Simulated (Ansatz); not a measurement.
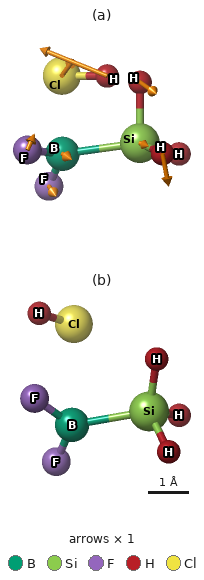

The structure of BSiH$_{4}$ClF$_{2}$ (started from a transition state, displaced along its imaginary mode) before (top) and after (bottom) a relaxation, at one scale. The orange arrows give the displacements, at their true length.

Style: ball-and-stick. Shown at a tilt.

Theory: RKS PBE0-D4/def2-TZVP in Ansatz.

Input file:
```yaml
crystal:
  periodic: [false, false, false]
  atoms:
    - {symbol: B, position_ang: [-0.549519, -1.003655, 0.380244]}
    - {symbol: Si, position_ang: [-0.315178, 1.002089, 0.017525]}
    - {symbol: F, position_ang: [-1.244621, -1.726857, -0.521952]}
    - {symbol: F, position_ang: [-0.610838, -1.456139, 1.651084]}
    - {symbol: H, position_ang: [1.263808, -0.045093, -0.667163]}
    - {symbol: Cl, position_ang: [1.528678, -1.307450, -0.223731]}
    - {symbol: H, position_ang: [-1.272674, 1.814906, -0.786078]}
    - {symbol: H, position_ang: [0.299928, 1.829002, 1.093455]}
    - {symbol: H, position_ang: [0.900516, 0.893099, -0.943384]}
basis:
  gaussian: {orbitals: def2-TZVP}
hamiltonian: {xc: pbe0, dispersion: d4}
relax: {f_tol: 0.005, max_steps: 200}
```

Describe what moved and what it gained.

The energy falls by 93.3 kJ/mol in 45 accepted moves (54 points after the start). Largest force component: 1.7 eV/Å at the start, 0.0028 eV/Å at the end. The line search rejected the trial steps at points 6, 13, 15, 18, 24, 31, 36, 42 and more of the run. The largest move after the best rigid fit is that of H5, 1.97 Å. Largest moves by element: H 1.97 Å, Cl 0.94 Å, F 0.56 Å, B 0.40 Å, Si 0.30 Å. Among the contacts that change: Si2–H5 2.015 → 4.025 Å, B1–Cl6 2.185 → 3.231 Å, Si2–Cl6 2.965 → 3.743 Å, H5–Cl6 1.364 → 1.281 Å. Bond angles that change, for instance: B1–Si2–H7 123.7° → 108.8°, B1–Si2–H9 97.5° → 110.6°, H8–Si2–H9 99.4° → 110.0°. The run took of the order of 10 core-minutes on a shared host.
